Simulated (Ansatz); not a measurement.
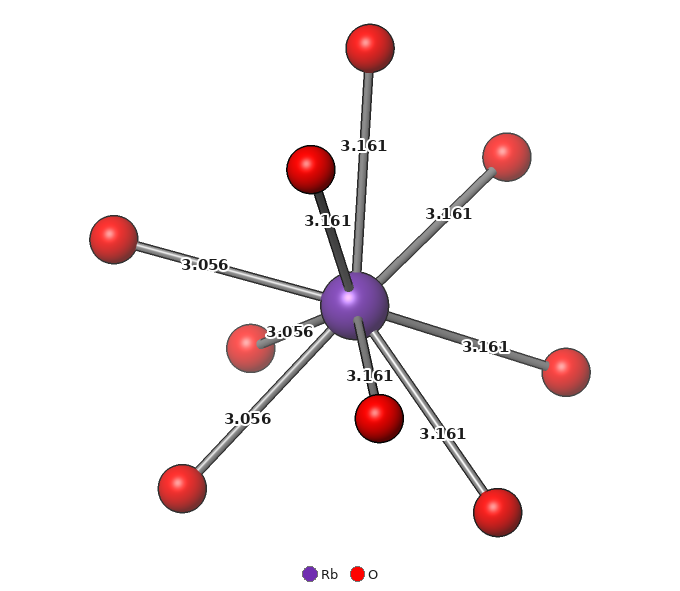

The surroundings of site Rb1 (at 0.000, 0.000, 0.802) in Rb2CdSe2O6 (R-3m), with bond lengths in Å.

Origin of the cell: the geometry relaxed with DFT, PBE, plane waves, PAW (Ansatz).

```xyz
33
Lattice="5.8460 0.0000 0.0000 -2.9230 5.0628 0.0000 0.0000 0.0000 20.1670" Properties=species:S:1:pos:R:3 pbc="T T T"
Rb    0.0000    0.0000   16.1735
Rb    0.0000    3.3752   17.4381
Cd    0.0000    0.0000    0.0000
Se    2.9230    1.6876   19.3603
Se    2.9230    1.6876   14.2513
O     4.2784    0.9051   18.6353
O     2.9230    3.2527   18.6353
O     1.5676    0.9051   18.6353
O     1.5676    2.4701   14.9763
O     4.2784    2.4701   14.9763
O     2.9230    0.1225   14.9763
Rb    2.9230    1.6876    2.7289
Rb    0.0000    0.0000    3.9934
Cd    2.9230    1.6876    6.7223
Se    0.0000    3.3752    5.9157
Se    0.0000    3.3752    0.8067
O     1.3554    2.5927    5.1907
O     0.0000    4.9403    5.1907
O    -1.3554    2.5927    5.1907
O    -1.3554    4.1577    1.5316
O     1.3554    4.1577    1.5316
O     0.0000    1.8101    1.5316
Rb    0.0000    3.3752    9.4512
Rb    2.9230    1.6876   10.7158
Cd    0.0000    3.3752   13.4447
Se    0.0000    0.0000   12.6380
Se    0.0000    0.0000    7.5290
O    -1.5676    4.2803   11.9130
O     0.0000    1.5651   11.9130
O     1.5676    4.2803   11.9130
O     4.4906    0.7825    8.2540
O     1.3554    0.7825    8.2540
O     2.9230    3.4977    8.2540
```

Bond valence s = exp((R0 − d)/b), R0 fitted to published crystal structures with b = 0.37 Å; R0 in Å: Rb+–O 2.222.

**Calculate the bond-valence sum of Rb1 from the bonds drawn.**

3 × 0.105 + 6 × 0.079 = 0.79 v.u., against a formal valence of 1: underbonded (bonds long for this ion) by 0.21.

Further R0 (Å): Cd2+–O 1.893; Se4+–O 1.796.

**And over the whole structure?**

```tsv
site	x, y, z	formal valence	bond-valence sum	difference
Rb1	0.000, 0.000, 0.802	+1	0.80	-0.20
Cd1	0.000, 0.000, 0.000	+2	1.65	-0.35
Se1	0.667, 0.333, 0.960	+4	3.67	-0.33
O1	0.821, 0.179, 0.924	−2	1.76	-0.24
```

These sums include all anions within 5 Å. The global instability index (root mean square of the differences over all atoms) is 0.26 v.u.: above 0.2, which by the usual rule of thumb marks a strained structure. Cells relaxed with PBE tend to have slightly long bonds, which lowers the sums.
